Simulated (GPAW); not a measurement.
# Run report: CH$_{4}$Zn, property calculation

The run: property calculation of CH$_{4}$Zn, SMILES [CH3][ZnH]. Method and program: PBE/real-space grid, scalar-relativistic datasets (GPAW 26.7.0).

The run did not end well. The geometry comes from this level: GFN2-xTB.

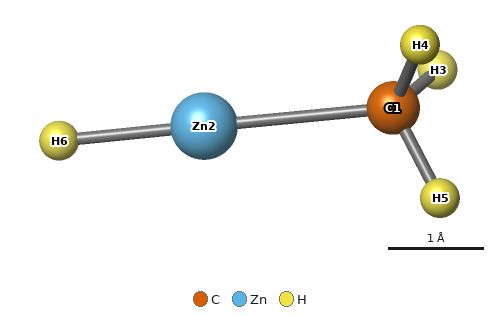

Figure 1. The input geometry (ball-and-stick view, seen at a tilt; atoms are numbered from 1 in the order of the input). Sticks mark near contacts. Bond lengths as drawn: C–H 1.09 Å, C–Zn 2.01 Å and H–Zn 1.54 Å.

## The input (run.py)
```python
import numpy as np
from ase.io import read
from ase.units import Debye
from gpaw import GPAW

# Atomic positions
mol = read('run.xyz')
mol.center(vacuum=4.5)

# DFT calculator
gpaw_calc = GPAW(mode='fd', h=0.2, xc='PBE', maxiter=6, txt='-')
mol.calc = gpaw_calc

energy = mol.get_potential_energy()
print(f'Energy: {energy:.5f} eV')
forces = mol.get_forces()
print('Forces (eV/Ang)')
for symbol, f in zip(mol.symbols, forces):
    print(f'{symbol:2} {f[0]:9.4f} {f[1]:9.4f} {f[2]:9.4f}')
dipole = mol.get_dipole_moment() / Debye
print(f'Dipole: {np.linalg.norm(dipole):.3f} D')
homo, lumo = gpaw_calc.get_homo_lumo()
print(f'HOMO = {homo:.3f} eV')
print(f'LUMO: {lumo:.3f} eV')
print(f'Gap = {lumo - homo:.3f} eV')
```

## File run.xyz
```
6

C     -0.178160    -0.412960    -0.559060
Zn     0.322700     0.738560     1.007470
H      0.590760    -1.140830    -0.806130
H     -1.088830    -0.980150    -0.385660
H     -0.348840     0.166680    -1.463090
H      0.702370     1.628690     2.206470
```

Run on 1 thread of Arm Neoverse V2, 24 GiB of memory available, shared host.

Launch command:
```bash
python3 -u run.py | tee run.out
```

## Log
```
__  _  _
 | _ |_)|_||  |
 |__||  | ||/\| - 26.7.0

units:  Angstrom and eV
cores:  1
OpenMP: False

Versions:
  Python: 3.12.14
  ASE:    3.29.0
  Numpy:  2.5.5
  Scipy:  1.18.1
  Libxc:  7.0.0

        _gpaw.cpython-312-aarch64-linux-gnu.so

Input parameters:
  mode=FD(),
  h=0.2,
  maxiter=6,
  xc=XC(name='PBE')

Diagonalizing LCAO Hamiltonian
Converting LCAO to fd mode
        .--------------------------.
       /|                          |
      / |                          |
     /  |                          |
    /   |                          |
   /    |                          |
  /     |                          |
 *      |                          |
 |      |            H             |
 |      |                          |
 |      |           Zn             |
 |      |                          |
 |      |                          |
 |      |      H  C                |
 |      |         HH               |
 |      |                          |
 |      .--------------------------.
 |     /                          /
 |    /                          /
 |   /                          /
 |  /                          /
 | /                          /
 |/                          /
 *--------------------------*

Atoms  # Å, Bohr magnetons
|   | symbol |        x |        y |        z |    initial magnetic moments |
|---|--------|----------|----------|----------|-----------------------------|
| 0 |      C | 5.410670 | 5.227870 | 5.404030 | ( 0.0000,  0.0000,  0.0000) |
| 1 |     Zn | 5.911530 | 6.379390 | 6.970560 | ( 0.0000,  0.0000,  0.0000) |
| 2 |      H | 6.179590 | 4.500000 | 5.156960 | ( 0.0000,  0.0000,  0.0000) |
| 3 |      H | 4.500000 | 4.660680 | 5.577430 | ( 0.0000,  0.0000,  0.0000) |
| 4 |      H | 5.239990 | 5.807510 | 4.500000 | ( 0.0000,  0.0000,  0.0000) |
| 5 |      H | 6.291200 | 7.269520 | 8.169560 | ( 0.0000,  0.0000,  0.0000) |

Unit cell  # Å
| periodic |         x |         y |         z |   lengths |    angles |
|----------|-----------|-----------|-----------|-----------|-----------|
|       no | 10.791200 |  0.000000 |  0.000000 | 10.791200 | 90.000000 |
|       no |  0.000000 | 11.769520 |  0.000000 | 11.769520 | 90.000000 |
|       no |  0.000000 |  0.000000 | 12.669560 | 12.669560 | 90.000000 |

Number of symmetries: 1
Symmetry operations  # r_c * U_cc + t_c -> r_c
|   | kind |            matrix            |
|---|------|------------------------------|
| 0 |  E   |  1, 0, 0,  0, 1, 0,  0, 0, 1 |

BZ-sampling:
  Number of BZ points: 1
  Number of IBZ points: 1

  Monkhorst-Pack size: [1, 1, 1]
  Monkhorst-Pack shift: [0, 0, 0]

K-points  # in reciprocal-cell coordinates
|   |                                coordinates |     weight |
|---|--------------------------------------------|------------|
| 0 | (  0.00000000,   0.00000000,   0.00000000) | 1.00000000 |

Uniform wave function grid shape: (np.int64(51), np.int64(59), np.int64(63))
Spin-components: 1 (collinear spins)
Bands:           16
Projectors:      23
Spin-degeneracy: 2
Datatype:        float64

  Storage: CPU
  Wave functions: 24_264_576 bytes (24_264_576 per core)

Parallelization:
  kpt:    1
  domain: 1
  band:   1

Density:
  Valence electrons: 20.0
  Components: 1
  Grid points: [52 60 64]
  Charge: 0.0  # |e|

Potential:
  Grid points: [52 60 64]

species:
  C:
    name:    Carbon
    Z:       6.0
    valence: 4
    core:    2
    charge:  0.0  # [|e|]
    file:    C.PBE.gz
    compensation charges:
      type: gauss
      rc: 0.20  # [Å]
      lmax: 2
    cutoffs:
      filter: 1.14  # [Å]
      core: 1.14  # [Å]
    projectors
    | kind |    occ | energy [eV] | rcut [Å] |
    |------|--------|-------------|----------|
    |   2s |  2.000 |     -13.751 |    0.635 |
    |   2p |  2.000 |      -5.284 |    0.635 |
    |    s |        |      13.461 |    0.635 |
    |    p |        |      21.927 |    0.635 |
    |    d |        |       0.000 |    0.635 |

    Using partial waves for C as LCAO basis

  Zn:
    name:    Zinc
    Z:       30.0
    valence: 12
    core:    18
    charge:  0.0  # [|e|]
    file:    Zn.PBE.gz
    compensation charges:
      type: gauss
      rc: 0.37  # [Å]
      lmax: 2
    cutoffs:
      filter: 2.14  # [Å]
      core: 2.28  # [Å]
    projectors
    | kind |    occ | energy [eV] | rcut [Å] |
    |------|--------|-------------|----------|
    |   4s |  2.000 |      -5.977 |    1.286 |
    |   4p |  0.000 |      -1.117 |    1.270 |
    |   3d | 10.000 |     -10.142 |    1.180 |
    |    s |        |      21.234 |    1.286 |
    |    p |        |      26.095 |    1.270 |
    |    d |        |      17.070 |    1.180 |

    Using partial waves for Zn as LCAO basis

  H:
    name:    Hydrogen
    Z:       1.0
    valence: 1
    core:    0
    charge:  0.0  # [|e|]
    file:    H.PBE.gz
    compensation charges:
      type: gauss
      rc: 0.15  # [Å]
      lmax: 2
    cutoffs:
      filter: 0.85  # [Å]
      core: 0.53  # [Å]
    projectors
    | kind |    occ | energy [eV] | rcut [Å] |
    |------|--------|-------------|----------|
    |   1s |  1.000 |      -6.494 |    0.476 |
    |    s |        |      20.717 |    0.476 |
    |    p |        |       0.000 |    0.476 |

    Using partial waves for H as LCAO basis

Reference energy: -49938.915417  # eV

eigensolver:
  PPCG
  Converge bands: occupied
  niter=2

density mixing:
  MSR1-Mixer
  Pratt-step length: 0.05
  Maximum mixing coefficient: 0.75
  Old densities: 10
  SVD Regularization: 0.005
  Good broyden scale: 1.0
  Trust region scale: 1.0
  Backstep threshold: 4.0
  History deletion threshold: 6.0
  Fourier metric: weight=20.0, sigma=0.015

occupation numbers:
  # Zero width

FastPoissonSolver using
    Stencil: 6*3+1=19 point O(h^6) finite-difference Laplacian
    FFT axes: []
    FST axes: [np.int64(0), np.int64(1), np.int64(2)]

xc functional:
  name: PBE with 2 nearest neighbor stencil
interpolation: tri-quintic # 5. degree polynomial

Initialization done in: 1.256 s

convergence criteria:
- Maximum [total energy] change in last 3 cyles: 0.0005 eV / valence electron
- Maximum integral of absolute [dens]ity change: 0.0001 electrons / valence electron
- Maximum integral of absolute [eigenst]ate change: 4e-08 eV^2 / valence electron
maximum number of iterations: 6

SCF iterations
|iter     |     time |      energy | eigst |  dens |
|---------|----------|-------------|-------|-------|
|iter:   1| 00:00:02 |  -27.706284 | +1.00 |       |
|iter:   2| 00:00:03 |  -26.860932 | -0.13 | -0.73 |
|iter:   3| 00:00:04 |  -23.481548 | +0.28 | -0.78 |
|iter:   4| 00:00:05 |  -23.455555 | -0.46 | -1.49 |
|iter:   5| 00:00:06 |  -23.449320 | -1.39 | -1.83 |
|iter:   6| 00:00:07 |  -23.449621c| -2.19 | -2.35 |
gpaw.KohnShamConvergenceError
```

## Outcome

```tsv
quantity	value
outcome	not converged
wall time	7.2 s
peak memory	0.51 GiB
```

Some settings of this run were drawn to be unusual or wrong (maxiter set to 6 (from 100)). The run did not converge. Its last values are not results.
